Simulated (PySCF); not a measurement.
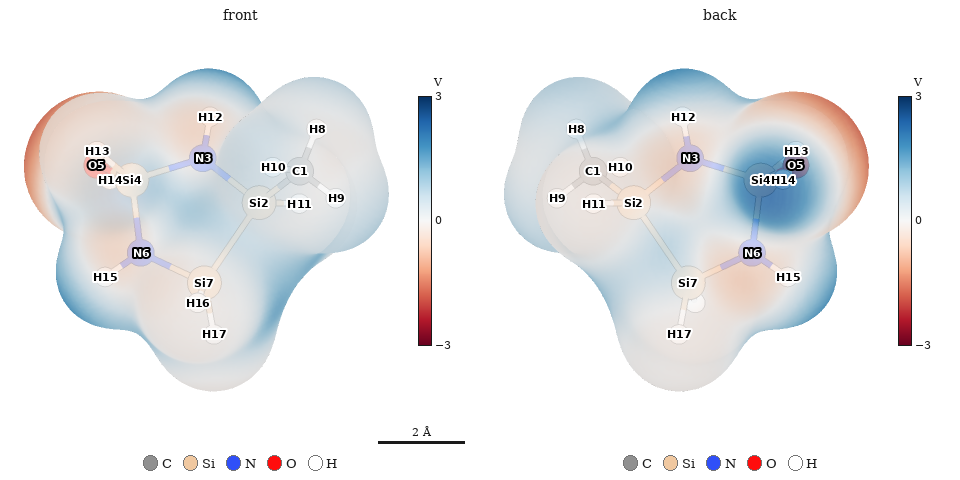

*CH10N2OSi3. The molecular electrostatic potential painted on the density surface at 0.002 e/bohr³, seen from the front and from behind; red is negative and blue positive.*

Geometry: GFN2-xTB.

All numbers below come from PBE0/pcSseg-1, SCF density, gas phase, non-relativistic in PySCF.

```xyz
17

C    -2.7128    0.0035   -0.0558
Si   -0.9876   -0.0138    0.7490
N     0.0309    1.2098    0.0481
Si    1.5110    0.8464   -0.7714
O     2.7680    1.7613   -0.2963
N     1.6873   -0.8256   -0.3620
Si    0.3908   -1.7905    0.2699
H    -3.1948    0.9700    0.0602
H    -3.3571   -0.7372    0.4074
H    -2.6663   -0.2155   -1.1186
H    -1.1702    0.3566    2.1725
H    -0.2810    2.1659    0.0220
H     1.4886    1.1274   -2.2005
H     3.0354    1.7707    0.6191
H     2.5360   -1.2758   -0.6600
H    -0.0458   -2.7591   -0.7543
H     0.9607   -2.5822    1.3734
```

**Where is the surface potential most negative and most positive?**

The most negative region (about −1.6 V, or −37 kcal/mol for a unit charge) lies over O5, the most positive (about +2.3 V, or +53 kcal/mol for a unit charge) over H14. O5 is the likeliest acceptor of a hydrogen bond.
